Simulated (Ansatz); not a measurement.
## CHClGeNO (SMILES O=C=[N][GeH][Cl]): the electronic atomisation energy, rung by rung

The species is CHClGeNO (6 atoms), meant as a doublet with charge 0. As SMILES, `O=C=[N][GeH][Cl]`. The coordinates come from a PBE0-D4/def2-TZVP relaxation. This is one conformer, not always the lowest.

Quantity: the electronic atomisation energy, in eV. The values are calculated. Electronic energies at fixed atoms, without zero-point motion or spin-orbit coupling.

```csv
level,kind,program,value (eV),less CCSD(T)/def2-SVP,CPU time (all runs)
UHF/def2-SVP,Hartree–Fock,Ansatz,15.21,-6.85,6.5 s
USVWN5/def2-SVP,LDA,Ansatz,29.27,+7.21,9.6 s
U-revPBE/def2-SVP,GGA,Ansatz,24.31,+2.25,17 s
UBHLYP/def2-SVP,global hybrid,Ansatz,22.38,+0.32,22 s
UPBE0/def2-SVP,global hybrid,Ansatz,24.26,+2.20,24 s
UMP2/def2-SVP,perturbation theory,Ansatz,23.14,+1.08,7.3 s
UCCSD(T)/def2-SVP,coupled cluster or CI,Ansatz,22.06,0.00,2.8 min
UCCSD/def2-SVP,coupled cluster or CI,Ansatz,21.49,-0.57,1.8 min
```

Differences are taken from UCCSD(T)/def2-SVP for orientation; it has basis-set and higher-order errors of its own. All-electron rows without a relativistic Hamiltonian named are non-relativistic. Correlated wave functions underbind in double-zeta sets. The values span 15.21 to 29.27 eV. In the correlated wave-function rows the outer d shell of Ge is correlated, in sets not made for it. CPU times are rough (shared hosts, several kinds of processor and program).

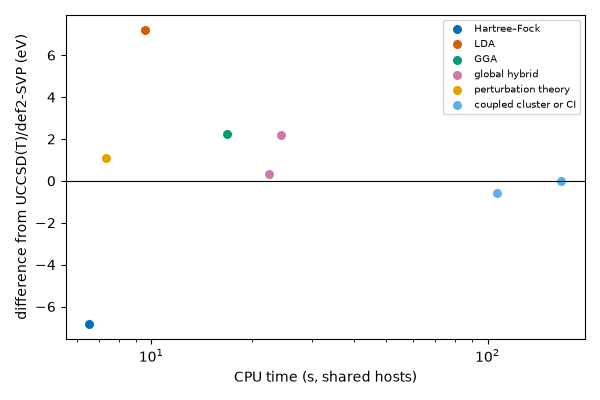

Difference from UCCSD(T)/def2-SVP against processor time, one point a level.
